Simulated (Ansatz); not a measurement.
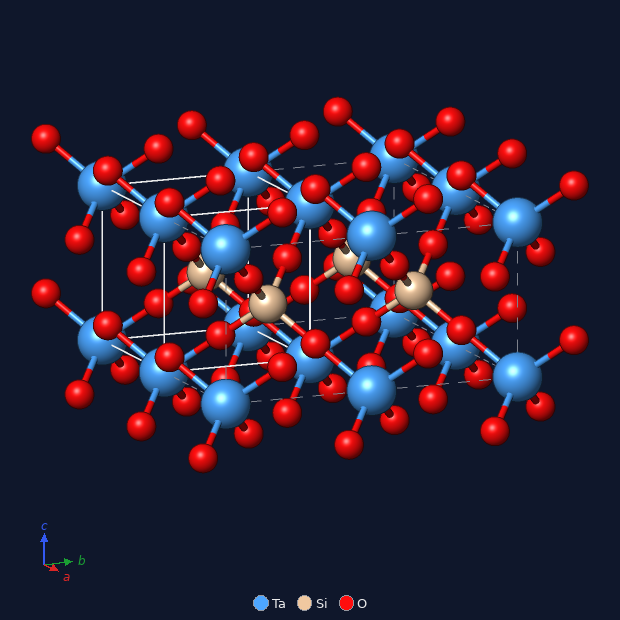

System TaSiO4 (space group P-43m, No. 215); source of the atomic positions: coordinates from a relaxation with Ansatz, DFT PBE, scalar-relativistic, plane waves, PAW; the starting structure was generated, so it need not be a known form of this composition.

Bonds are taken as O–Si below 1.8 Å and O–Ta below 2.2 Å. The graph is simplified in the usual way: terminal and isolated atoms are pruned, two-connected atoms become edges.

What kind of net remains, and which atoms are its nodes?

A uninodal 4-connected, three-periodic net: Ta and Si are 4-connected nodes. O becomes part of the edges.

Does the net have a name?

It is the dia net, known from diamond, zinc blende and cristobalite.

Is the net interpenetrated?

Two identical nets interpenetrate without a bond between them.

Give the point symbol of each node (shortest cycle at each angle).

Ta and Si: 6⁶.

Give the first eight terms of the coordination sequence (nodes one, two, three … edges away).

Ta and Si: 4, 12, 24, 42, 64, 92, 124, 162.

The simplified net, drawn on the atoms' positions. Nodes are coloured by element. Edges to nodes outside the piece are drawn as stubs.

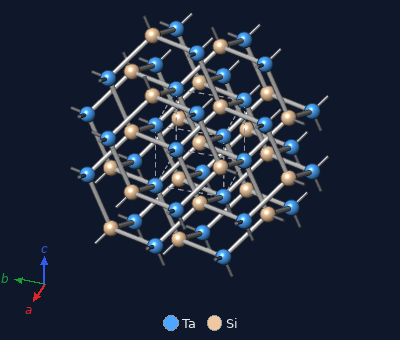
